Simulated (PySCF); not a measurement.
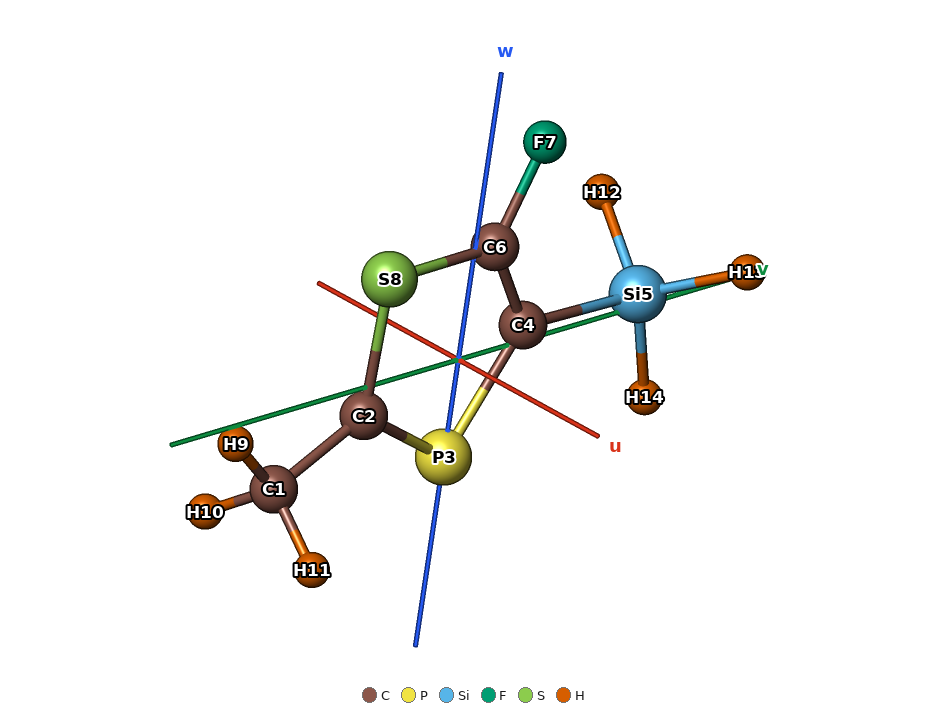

The lines u, v and w are the principal axes of the static dipole polarisability. Computed geometry: GFN2-xTB optimisation. No frequency run is at hand to confirm it as a minimum. Computed with PBE0/def2-SVPD (PySCF 2.14.0).

Question: Along which axis is the molecule most polarisable, and along which least?

Answer: Most along v (nearly parallel to the C6–S8 bond), least along u.

Question: Give the three principal values.

Answer: u 79.0, v 151.5, w 120.1 bohr³; mean 116.9, anisotropy 63.0 bohr³.

The geometry is semi-empirical. Around P, Si such bond lengths and angles can be off by a tenth of an ångström or more and by several degrees, and values that hang on the shape move with them.
